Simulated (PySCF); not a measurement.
# triplet SnO at 5 levels

We compute a comparison of 5 runs (UHF/STO-3G, UHF/3-21G, U-revPBE/def2-TZVPPD, UBHLYP/def2-TZVPPD, UBLYP/def2-TZVPPD) of triplet SnO. Input form: a Python script.

Program for the calculation: PySCF 2.14.0.

2 further runs of the same task are left out: 2 set aside as unsound or not needed.

### Step 1. The system as given

SnO has 2 atoms, charge 0, and is taken as a triplet. SMILES of the parent species: `[O]=[Sn]`. The shape is that of a PBE0-D4/def2-TZVP optimisation. That shape belongs to the parent species and isn't relaxed for this state.

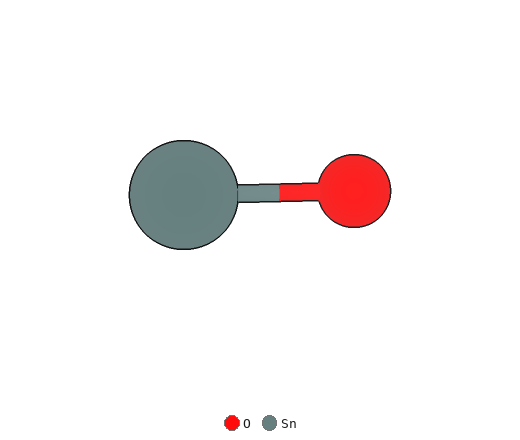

Viewed from a chosen angle; oxygen red, tin teal.

### Step 2. A single-point energy at UHF/STO-3G (run 1)

mol.xyz reads:

```xyz
2
OSn
O      0.000000     0.000000    -0.007080
Sn     0.000000     0.000000     1.810660
```

run.py reads:

```python
from pyscf import gto, scf

mol = gto.Mole()
mol.atom = 'mol.xyz'
mol.verbose = 4
mol.basis = 'sto-3g'
mol.spin = 2
mol.max_memory = 1860
mol.build()

calc0 = scf.UHF(mol)
calc0.conv_tol = 1e-10
calc0.kernel()
if not calc0.converged:
    calc0 = calc0.newton().run(calc0.mo_coeff, calc0.mo_occ)

e_final = calc0.e_tot
print('E(%s) = %.9f' % ('HF', e_final))
```

Launch:

```
OMP_NUM_THREADS=1 python run.py
```

Log:

```text
PySCF version 2.14.0

[INPUT] num. atoms = 2
[INPUT] num. electrons = 58
[INPUT] charge = 0
[INPUT] spin (= nelec alpha-beta = 2S) = 2
[INPUT] symmetry False subgroup None
[INPUT] Mole.unit = angstrom
[INPUT] Symbol           X                Y                Z      unit          X                Y                Z       unit  Magmom
[INPUT]  1 O      0.000000000000   0.000000000000  -0.007080000000 AA    0.000000000000   0.000000000000  -0.013379260962 Bohr   0.0
[INPUT]  2 Sn     0.000000000000   0.000000000000   1.810660000000 AA    0.000000000000   0.000000000000   3.421651504705 Bohr   0.0

nuclear repulsion = 116.447283092191
number of shells = 14
number of NR pGTOs = 96
number of NR cGTOs = 32
basis = sto-3g
ecp = {}

[... 18 lines left out ...]
[... the frontier-level lines of each cycle are left out ...]
[... 3 lines left out ...]
[... 66 lines left out ...]
converged SCF energy = -6036.9954995699  <S^2> = 2.0150475  2S+1 = 3.0100149
E(HF) = -6036.995499570
```

Wall time 0.85 s (1 thread of Arm Neoverse V1, shared host); peak memory 0.12 GiB.

### Step 3. The energy at UHF/3-21G (run 2)

calc.py reads:

```python
from pyscf import gto

mol = gto.M(
    atom=[
    ('O', (-0.000000, 0.000000, -0.007080)),
    ('Sn', (0.000000, -0.000000, 1.810660)),
],
    spin=2,
    verbose=3,
    basis='3-21g',
    max_memory=1860,
)

mf = mol.UHF()
mf.conv_tol = 1e-10
mf.kernel()
if not mf.converged:
    mf = mf.newton().run(mf.mo_coeff, mf.mo_occ)

energy = mf.e_tot
print(f'total energy: {energy:.8f} hartree')
```

Launch:

```
OMP_NUM_THREADS=1 python calc.py
```

Log:

```text
WARN: HOMO -0.0667509837153274 >= LUMO -0.356503308544339

converged SCF energy = -6070.63738271887  <S^2> = 2.0125394  2S+1 = 3.008348
total energy: -6070.63738272 hartree
```

Wall time 1 s (1 thread of Arm Neoverse V1, shared host); peak memory 0.12 GiB.

Runs 3 to 4 aren't shown in full; the table further down has their settings and results.

### Step 4. The energy at UBLYP/def2-TZVPPD (core potential) (run 5)

job.py reads:

```python
from pyscf import gto, dft

mol = gto.Mole()
mol.atom = '''
O      0.000000     0.000000    -0.013379
Sn     0.000000     0.000000     3.421652
'''
mol.ecp = {'Sn': 'def2-svp'}
mol.unit = 'bohr'
mol.max_memory = 1860
mol.verbose = 3
mol.basis = 'def2-tzvppd'
mol.spin = 2
mol.charge = 0
mol.build()

ks = dft.UKS(mol)
ks.xc = 'blyp'
ks.grids.level = 5
ks.conv_tol = 1e-10
ks.kernel()
if not ks.converged:
    ks = ks.newton().run(ks.mo_coeff, ks.mo_occ)

energy = ks.e_tot
print(f'total energy: {energy:.8f} hartree')
```

Launch:

```
OMP_NUM_THREADS=1 python job.py
```

Log:

```text
WARN: HOMO -0.612220819170649 >= LUMO -0.761488413557378

WARN: HOMO 0.000519055747066111 >= LUMO -0.0762566463284386

WARN: HOMO -0.100859559031952 >= LUMO -0.165019956917878

WARN: HOMO -0.120291983105893 >= LUMO -0.2824111644818

WARN: HOMO -0.130600708525614 >= LUMO -0.256797689613777

WARN: HOMO -0.12878110822932 >= LUMO -0.240247608801589

WARN: HOMO -0.126855431898767 >= LUMO -0.240744821107755

WARN: HOMO -0.127936300009632 >= LUMO -0.246960669168623

WARN: HOMO -0.128264530661154 >= LUMO -0.245698128904681

WARN: HOMO -0.127905838339423 >= LUMO -0.244154071667604

WARN: HOMO -0.127871191370869 >= LUMO -0.243007261501044

WARN: HOMO -0.128061224404606 >= LUMO -0.2429672905068

WARN: HOMO -0.127960977372517 >= LUMO -0.242809264763582

WARN: HOMO -0.127996597835105 >= LUMO -0.24286691608069

WARN: HOMO -0.128001530664542 >= LUMO -0.242865415668182

WARN: HOMO -0.127999496256345 >= LUMO -0.242863814278913

WARN: HOMO -0.127999736312456 >= LUMO -0.242863980060803

WARN: HOMO -0.127999801891111 >= LUMO -0.242864276494983

converged SCF energy = -289.397600503608  <S^2> = 2.0049354  2S+1 = 3.0032885
total energy: -289.39760050 hartree
```

It took 17 s on 1 thread of Arm Neoverse V1, shared host; peak memory 0.46 GiB.

### Step 5. Overview of the runs

```
run                                  level  core potential  integration grid   energy (Eh)  dipole moment (D)  HOMO energy (eV)  LUMO energy (eV)  wall time
  1                             UHF/STO-3G               –                 –  -6036.995500               1.03             -2.85              5.32     0.85 s
  2                              UHF/3-21G               –                 –  -6070.637383               2.13             -6.33              0.31        1 s
  3  U-revPBE/def2-TZVPPD (core potential)        def2-svp                 5   -289.474814               2.74             -3.68                 –       15 s
  4    UBHLYP/def2-TZVPPD (core potential)        def2-svp                 5   -289.336894               2.76             -5.36             -3.83       17 s
  5     UBLYP/def2-TZVPPD (core potential)        def2-svp                 5   -289.397601               2.70             -3.48                 –       17 s
```

### Step 6. Outcome

| quantity | value |
| --- | --- |
| run 5: total energy | -289.39760 Eh |
| run 5: dipole moment | 2.70 D |
| run 5: HOMO energy (highest over α and β) | -3.48 eV |
| run 5: ⟨S²⟩ | 2.005 |

In words: The dipole moment (its size) runs from 1.03 D (UHF/STO-3G) to 2.76 D (UBHLYP/def2-TZVPPD). The two ends differ in method and basis and core potential. Totals of different functionals can't be ranked against each other. Some runs of one species differ in core potentials or relativity; totals across that change don't compare. In run 1 the basis is minimal, so the values are rough. In runs 1, 2 relativity is left out where basis or elements ask for it. All runs together took 51 s, the longest 17 s.
